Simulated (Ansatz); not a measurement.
NaTl₂H₃

```yaml
crystal:
  lattice:
    - [3.34358, 0.00000, 0.00000]
    - [0.00000, 4.25100, 0.00000]
    - [0.00000, 0.00000, 13.28013]
  atoms:
    - { symbol: Na, position: [0.00000, 0.00000, 0.00000] }
    - { symbol: Na, position: [0.50000, 0.50000, 0.50000] }
    - { symbol: Tl, position: [0.00000, 0.00000, 0.65768] }
    - { symbol: Tl, position: [0.50000, 0.50000, 0.15768] }
    - { symbol: Tl, position: [0.00000, 0.00000, 0.34232] }
    - { symbol: Tl, position: [0.50000, 0.50000, 0.84232] }
    - { symbol: H, position: [0.00000, 0.50000, 0.00000] }
    - { symbol: H, position: [0.50000, 0.00000, 0.50000] }
    - { symbol: H, position: [0.50000, 0.00000, 0.11139] }
    - { symbol: H, position: [0.00000, 0.50000, 0.61139] }
    - { symbol: H, position: [0.00000, 0.50000, 0.38861] }
    - { symbol: H, position: [0.50000, 0.00000, 0.88861] }
```

Space group Immm; a structure from a database of computed crystals, not necessarily the ambient phase; started from the NaPr2Se3-71 prototype, which need not be the ambient phase.

The calculation used DFT, PBEsol, plane waves, PAW in Ansatz.

Predict the valence pseudo-density and electron localisation function between the atoms.

Answer. Na–H (2.13 Å): ρ at the midpoint is about 0.12 e/Å³; the ELF climbs to about 1 towards the hydrogen; an ionic contact to a hydride ion.
Tl–H (2.21 Å): the density is about 0.49 e/Å³ at the midpoint; the ELF climbs to about 1 towards the hydrogen.

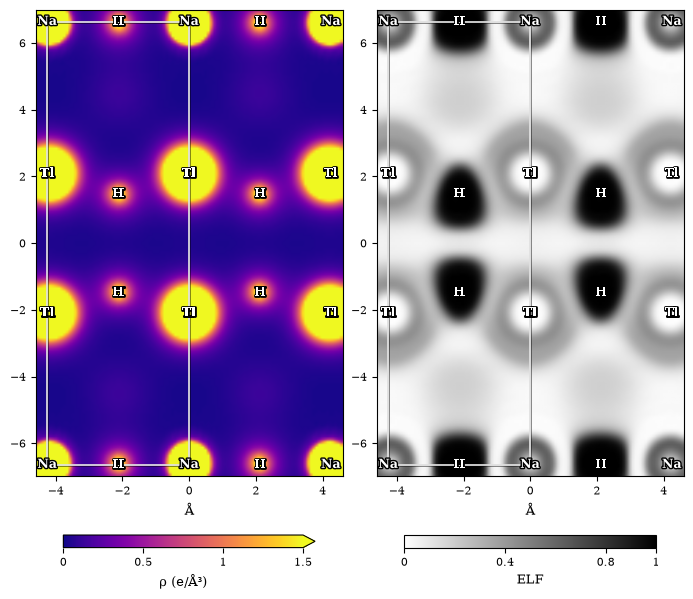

Computed valence pseudo-density and electron localisation function on the (100) plane of the conventional cell, in this order. 

In a PAW calculation such maps are meaningful between the atoms, not at the nuclei.
